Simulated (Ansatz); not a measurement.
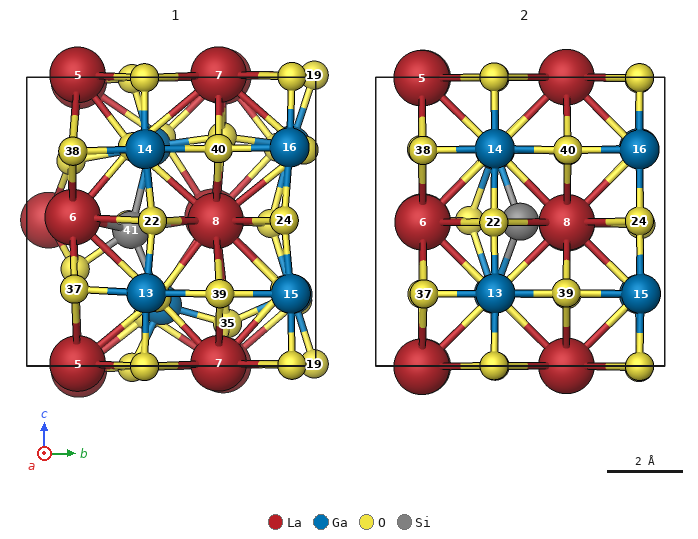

Two geometries of a defect cell of composition La8Ga8O24Si (cell charge −1), drawn at one scale. One is the start of a relaxation, the other its converged end. A ball-and-stick model of the cell of the calculation (origin shifted), seen along the a axis.

Computed with Ansatz, DFT, PBEsol, PAW, plane waves. (plane-wave cutoff 420 eV; k-point mesh 1 × 1 × 1; mesh shifted by (0.25, 0.25, 0.25); collinear spin; atoms relaxed in a fixed cell; force threshold 0.03 eV/Å; at most 80 steps)

> Which geometry has the lower energy?

Structure 1 is the relaxed one. Over 19 geometry steps the energy falls by 15.695 eV per cell of the calculation. The largest force component goes from 23 to 0.029 eV/Å. The largest move is that of the Si atom, 1.33 Å roughly along [−2 −3 −1]. Largest moves by element: Si 1.33 Å, O 1.08 Å, La 0.68 Å, Ga 0.55 Å. The cell stays as it was. Some distances before and after: O–Si 3.341 → 1.844 Å, La–O 2.865 → 4.203 Å, La–Si 1.772 → 3.013 Å, O–Si 2.413 → 3.598 Å. Bonds break: Ga–O (1.92 → 2.52 Å), La–O (2.71 → 3.54 Å), La–O (2.73 → 3.69 Å), La–O (2.73 → 3.76 Å). Bond angles that change, for instance: La–O–Si 178.0° → 98.1°, La–Si–O 70.0° → 141.3°, O–Ga–Si 71.5° → 128.0°. The run took 2.9 min on 7 threads of Arm Neoverse-V2, peak memory 1.6 GiB.

Limits of the set-up: the periodic images lie only 7.7 Å apart, so the values are limited by the cell's size; the cell is charged, on a uniform background, and energies carry no finite-size correction.
